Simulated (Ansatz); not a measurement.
# Calculations on CH$_{7}$BOSi$_{2}$

### Relaxation

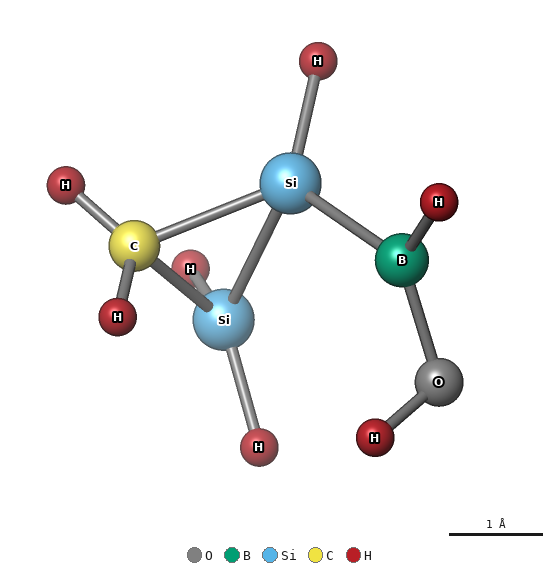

Starting structure of CH7BOSi2. Style: ball-and-stick. Shown from a free direction.

The run prepares an end point of a later path (torsion) calculation, from a guessed geometry.

Level of theory: RKS PBE-D4/def2-SVP (Ansatz).

The input:
```yaml
crystal:
  periodic: [false, false, false]
  atoms:
    - { symbol: O, position_ang: [-1.152, 1.154, 1.7526] }
    - { symbol: B, position_ang: [0.2148, 0.855, 1.6966] }
    - { symbol: Si, position_ang: [0.8362, -0.4505, 0.4073] }
    - { symbol: C, position_ang: [0.6853, -0.0161, -1.3611] }
    - { symbol: Si, position_ang: [-0.8292, -1.1117, -0.9709] }
    - { symbol: H, position_ang: [-1.2958, 1.9684, 1.1039] }
    - { symbol: H, position_ang: [1.0007, 1.381, 2.445] }
    - { symbol: H, position_ang: [1.6885, -1.6187, 0.8025] }
    - { symbol: H, position_ang: [0.3487, 1.053, -1.4887] }
    - { symbol: H, position_ang: [1.3503, -0.4958, -2.0168] }
    - { symbol: H, position_ang: [-0.7105, -2.445, -1.5211] }
    - { symbol: H, position_ang: [-2.0601, -0.3287, -0.8152] }
basis:
  gaussian: { orbitals: def2-SVP }
hamiltonian:
  xc: pbe
  dispersion: d4
relax:
  f_tol: 0.015
  max_steps: 40
```

Command:
```bash
ansatz run input.yaml --threads 2 --pin off --max-ram 3072MiB --backend cpu --events-out ev --progress --plain --runs-dir out
```

### Predict the outcome.

The largest move after the best rigid fit is that of O1, 1.05 Å. Largest moves by element: O 1.05 Å, H 1.00 Å, Si 0.20 Å, C 0.17 Å, B 0.10 Å. Some distances before and after: Si3–C4 1.827 → 1.935 Å, O1–H6 1.051 → 0.975 Å, B2–Si3 1.937 → 2.000 Å, C4–H10 1.050 → 1.105 Å. Bond angles that change, for instance: H11–Si5–H12 126.9° → 113.6°, H9–C4–H10 123.5° → 112.0°, Si5–C4–H9 109.3° → 117.7°. Groups turn about O1–B2 by about 90°, B2–Si3 by about 60°. After 16 accepted moves (18 points after the start) the energy has fallen by 36.2 kcal/mol. The largest force component goes from 2.5 to 0.0071 eV/Å. The line search rejected the trial steps at points 7, 15 of the run.

Final geometry:

```xyz
12

O    -0.6487    1.9001    1.2104
B     0.1273    0.8974    1.7129
Si    0.8064   -0.4613    0.4125
C     0.5646   -0.0757   -1.4679
Si   -0.8009   -1.3123   -0.9974
H    -0.9958    2.4895    1.9054
H     0.3465    0.8220    2.9153
H     1.9553   -1.3681    0.7449
H     0.2611    0.9640   -1.6907
H     1.3507   -0.4336   -2.1575
H    -0.6826   -2.6850   -1.5894
H    -2.2069   -0.7923   -0.9643
```

The end point in the same view:

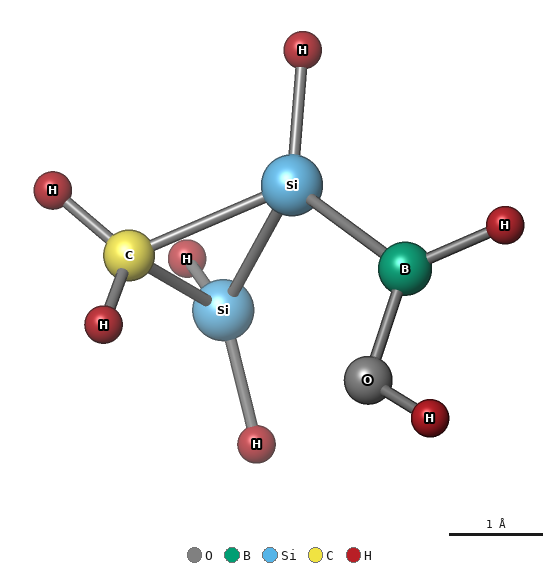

### Relaxation

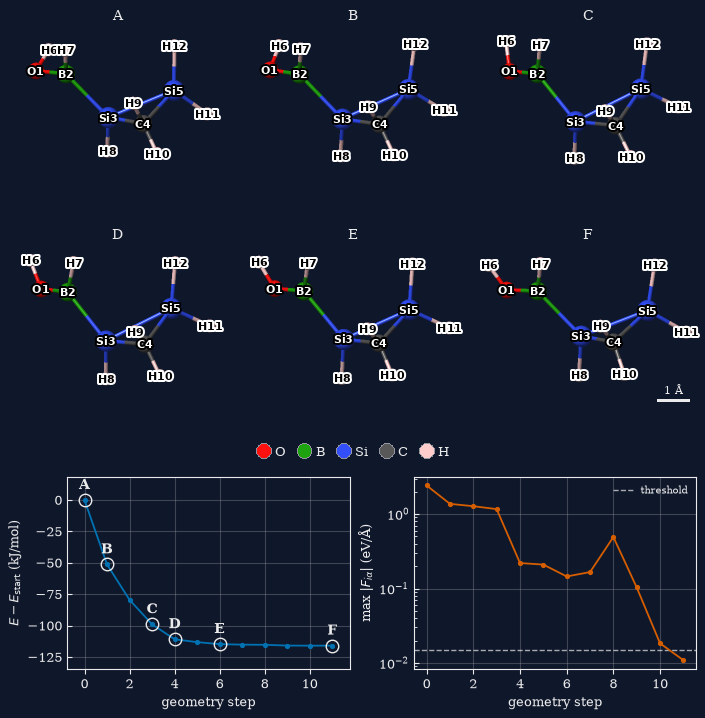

Frames of a relaxation of CH₇BOSi₂, marked on the history of the run. Style: ball-and-stick. Shown from a free direction.

The run prepares an end point of a later path (torsion) calculation, from a guessed geometry.

These are results of RKS PBE-D4/def2-SVP (Ansatz 0.2.0), not measurements. Settings: no spin polarisation; force threshold 0.015 eV/Å; at most 40 steps.

Q: Describe the path.

A: The atom that moves furthest after the best rigid fit is H6 (1.12 Å). Largest moves by element: H 1.12 Å, B 0.30 Å, Si 0.21 Å, O 0.21 Å, C 0.02 Å. Among the contacts that change: Si3–C4 1.827 → 1.939 Å, O1–H6 1.051 → 0.976 Å, B2–Si3 1.937 → 1.994 Å, C4–H10 1.050 → 1.105 Å. Among the angles between lasting bonds that change: H11–Si5–H12 126.9° → 113.7°, H9–C4–H10 123.5° → 111.7°, Si5–C4–H9 109.3° → 118.4°. Groups turn about O1–B2 by about 85°. Over 11 geometry steps the energy falls by 115.9 kJ/mol. The largest force component goes from 2.4 to 0.011 eV/Å. The run took 30 s on 2 threads of Intel(R) Xeon(R) 6975P-C (Granite Rapids), with other jobs on the host, peak memory 0.17 GiB. From step 0 to 1: H6 moves most (0.20 Å), energy −51.3 kJ/mol. From step 1 to 3: H6 moves most (0.35 Å), energy −47.6 kJ/mol. From step 3 to 4: H6 moves most (0.20 Å), energy −11.9 kJ/mol. From step 4 to 6: H6 moves most (0.27 Å), energy −3.86 kJ/mol. From step 6 to 11: H12 moves most (0.23 Å), energy −1.22 kJ/mol.

```
step  E − E(0), kJ/mol  largest force component, eV/Å
   0              0.00                         2.4205
   1            -51.27                         1.3712
   2            -79.45                         1.2757
   3            -98.91                         1.1656
   4           -110.81                         0.2200
   5           -113.09                         0.2098
   6           -114.67                         0.1453
   7           -115.07                         0.1664
   8           -115.20                         0.4922
   9           -115.81                         0.1034
  10           -115.88                         0.0184
  11           -115.89                         0.0109
```

### Path

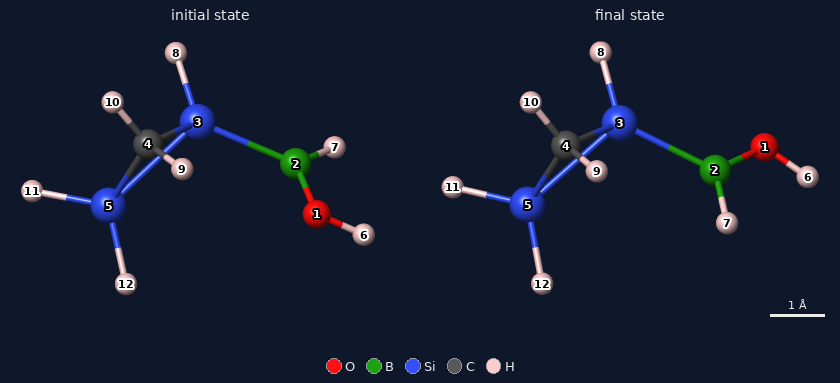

The two relaxed end points of a path for CH₇BOSi₂. A ball-and-stick model, seen at a tilt.

Method: RKS PBE-D4/def2-SVP (Ansatz).

Input
```yaml
crystal:
  periodic: [false, false, false]
  atoms:
    - { symbol: O, position_ang: [-0.643119, 1.904238, 1.206894] }
    - { symbol: B, position_ang: [0.137951, 0.904813, 1.708173] }
    - { symbol: Si, position_ang: [0.809899, -0.458387, 0.40877] }
    - { symbol: C, position_ang: [0.554409, -0.081083, -1.47142] }
    - { symbol: Si, position_ang: [-0.80593, -1.317677, -0.986249] }
    - { symbol: H, position_ang: [-0.986197, 2.496064, 1.901896] }
    - { symbol: H, position_ang: [0.365677, 0.83481, 2.909336] }
    - { symbol: H, position_ang: [1.962494, -1.362057, 0.736916] }
    - { symbol: H, position_ang: [0.247725, 0.957262, -1.696485] }
    - { symbol: H, position_ang: [1.336192, -0.440754, -2.165076] }
    - { symbol: H, position_ang: [-0.689727, -2.692712, -1.573237] }
    - { symbol: H, position_ang: [-2.212474, -0.799616, -0.945418] }
basis:
  gaussian: { orbitals: def2-SVP }
hamiltonian:
  xc: pbe
  dispersion: d4
neb:
  order_check: false
  images: 7
  f_tol: 0.05
  max_iterations: 60
  initial_path: idpp
  final_atoms:
    - { symbol: O, position_ang: [0.17700699, 1.35110492, 2.71916762] }
    - { symbol: B, position_ang: [-0.11162173, 1.1656265, 1.40176979] }
    - { symbol: Si, position_ang: [0.72012831, -0.31972853, 0.36376509] }
    - { symbol: C, position_ang: [0.57931081, -0.17641276, -1.56460777] }
    - { symbol: Si, position_ang: [-0.7883285, -1.37812731, -1.02062038] }
    - { symbol: H, position_ang: [-0.3406656, 2.07581132, 3.11740014] }
    - { symbol: H, position_ang: [-0.93239325, 1.87559022, 0.82981851] }
    - { symbol: H, position_ang: [1.87887824, -1.1450905, 0.84711547] }
    - { symbol: H, position_ang: [0.28454681, 0.8142965, -1.95590969] }
    - { symbol: H, position_ang: [1.4170815, -0.61039792, -2.1407256] }
    - { symbol: H, position_ang: [-0.60416227, -2.81117421, -1.42041618] }
    - { symbol: H, position_ang: [-2.2028813, -0.89659723, -1.14265699] }
```

Launched with:
```bash
ansatz run input.yaml --threads 2 --pin off --max-ram 3072MiB --backend cpu --events-out ev --progress --plain --runs-dir out
```

Q: What barrier does the band find between them, and by what path?

A: The barrier is about 19.1 kJ/mol in both directions, with image 4 at the top; the ends have the same energy. The motion is a rotation about the B2–Si3 bond by about 170°. No bond forms or breaks between the ends. Bond angles that change up to the highest image, for instance: B2–Si3–Si5 114.4° → 124.3°, B2–Si3–H8 121.8° → 116.3°. The band is converged. At the top, the vibrational analysis gives one imaginary mode (116i cm⁻¹), as a transition state must have.

Energies of the converged images:

```json
{"image": "0", "path (Å)": "0.00", "E (kJ/mol)": "0.0"}
{"image": "1", "path (Å)": "0.71", "E (kJ/mol)": "2.0"}
{"image": "2", "path (Å)": "1.42", "E (kJ/mol)": "8.1"}
{"image": "3", "path (Å)": "2.13", "E (kJ/mol)": "15.6"}
{"image": "4", "path (Å)": "2.84", "E (kJ/mol)": "19.1"}
{"image": "5", "path (Å)": "3.53", "E (kJ/mol)": "15.6"}
{"image": "6", "path (Å)": "4.23", "E (kJ/mol)": "8.1"}
{"image": "7", "path (Å)": "4.92", "E (kJ/mol)": "2.1"}
{"image": "8", "path (Å)": "5.62", "E (kJ/mol)": "0.0"}
```

The geometry at the top of the path:

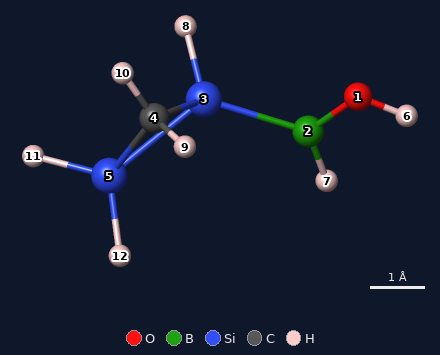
